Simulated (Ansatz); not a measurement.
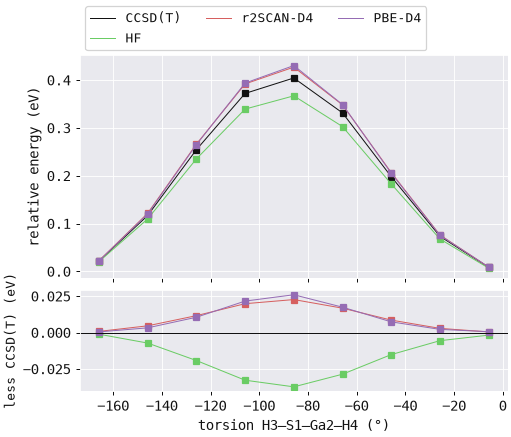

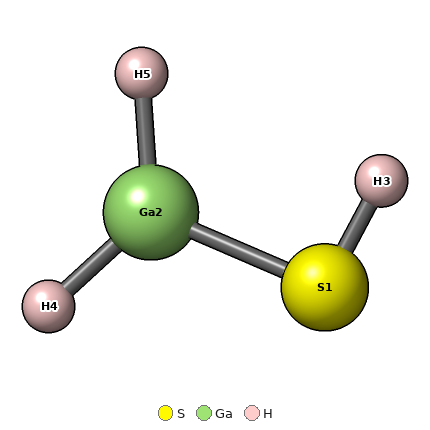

Rigid scan of the torsion H3–S1–Ga2–H4 in GaH₃S, SMILES [SH][GaH2], singlet. The Ansatz code, def2-TZVPP, cores frozen in correlated methods. A torsion is scanned from the minimum (PBE0-D4/def2-TZVP); energies less that of the minimum at the same level; relaxed scans hold all four atoms in place. On heavy atoms the filled d shell below the valence is correlated. Straight lines join the computed points.

Which curve follows CCSD(T) best, and which worst?

Answer. Best r2SCAN-D4, worst HF; largest departures: r2SCAN-D4 0.023, PBE-D4 0.026, HF 0.037 eV. CCSD(T) is in the same finite basis, not at its limit.

How far can the coupled-cluster curve be trusted along the scan?

Answer. The calculation's T1 diagnostic reaches at most 0.013 (at −6°), under the customary mark of 0.02, so it gives no sign of multireference character.

Give the values at the computed points.

Answer. In eV:
```
torsion H3–S1–Ga2–H4 (°)  CCSD(T)     HF  r2SCAN-D4  PBE-D4
                    −166    0.022  0.020      0.022   0.022
                    −146    0.117  0.110      0.122   0.120
                    −126    0.255  0.235      0.266   0.265
                    −106    0.372  0.339      0.392   0.394
                     −86    0.404  0.367      0.427   0.430
                     −66    0.331  0.303      0.348   0.349
                     −46    0.198  0.183      0.207   0.206
                     −26    0.073  0.068      0.076   0.076
                      −6    0.009  0.007      0.009   0.009
```

Known limits of this run: no scalar relativity up to krypton.
